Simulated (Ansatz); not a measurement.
Starting cell, ZnAu (CsCl type):

```xyz
4
Lattice="6.3735 0.0000 0.0000 0.0000 3.1868 0.0000 0.0000 0.0000 3.1868" Properties=species:S:1:pos:R:3 pbc="T T T"
Zn     1.5934     1.5934     1.5934
Zn     4.7802     1.5934     1.5934
Au     0.0000     0.0000     0.0000
Au     3.1868     0.0000     0.0000
```

The atoms are displaced by Q × the pattern below (from a DFPT mode at X = (0.5, 0.0, 0.0), largest move 1; Q in Å), at fixed cell. (q is in reciprocal vectors of the primitive cell; the cell shown is doubled to hold the pattern.)

| atom | x | y | z |
|---|---|---|---|
| Au3 | 1.000 | 0.000 | 0.000 |
| Au4 | -1.000 | 0.000 | 0.000 |

Atoms not listed stay in place.

These are PBE (plane waves to 420 eV, PAW, scalar-relativistic; Ansatz, a first-principles code) values and carry that method's errors. k mesh 8×15×15 (Γ-centred), Fermi-Dirac smearing 0.05 eV. Energies are smeared free energies. With partly filled bands, energies and forces of such displacements shift with the k mesh and the smearing. Spin-orbit coupling is left out, though Au is heavy. ZnAu was relaxed with its symmetry unable to fall. ΔE is measured from the undisplaced structure.

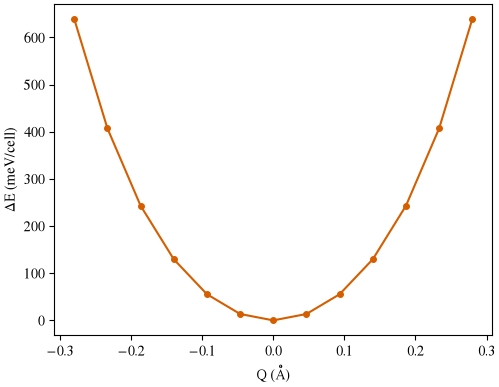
Fig. 1. ΔE (meV/cell) against Q (Å); one marker a computed point.

The energy at Q = 0.280 Å comes out as 639 meV/cell. Wavenumber by perturbation theory (DFPT, on another k mesh): 93 cm⁻¹. Harmonic wavenumber from the curvature (finite differences): 92 cm⁻¹. Space group of the distorted cell: P4/mmm (No. 123), lowered from Pm-3m. Shape of the curve: a single well with its minimum at or next to zero displacement.

E″ = 12.34 eV/Å², M = Σ mᵢ|uᵢ|² = 393.9 u, ν̃ = 521.5·√(|E″|/M).

(A displaced cell: forces are minus the slopes of the energy, force constants its curvatures, and phonons follow from these.)
